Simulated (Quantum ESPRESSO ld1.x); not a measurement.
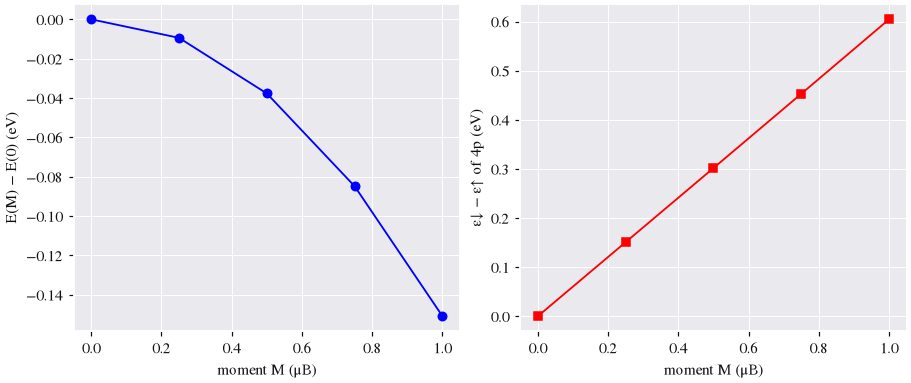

For Br in [Ar] 3d10 4s2 4p5, the spin moment of the 4p shell is fixed at a series of values. Method: non-relativistic Kohn-Sham, LDA (Slater exchange, Perdew-Zunger correlation), spin-polarised, spherical densities, point nucleus; computed with Quantum ESPRESSO ld1.x 7.5. The plot shows the energy and the exchange splitting.

Question: Describe both curves.

Answer: The energy falls with the moment, to −0.151 eV at M = 1 μB, the largest moment run; with one electron or hole in the shell the exact energy would hardly depend on M, so most of the fall is the functional's fractional-spin error. A fit E = −I M²/4 gives an exchange integral I of about 0.60 eV, and the exchange splitting grows nearly in proportion to M, to 0.605 eV (0.60 eV per μB).
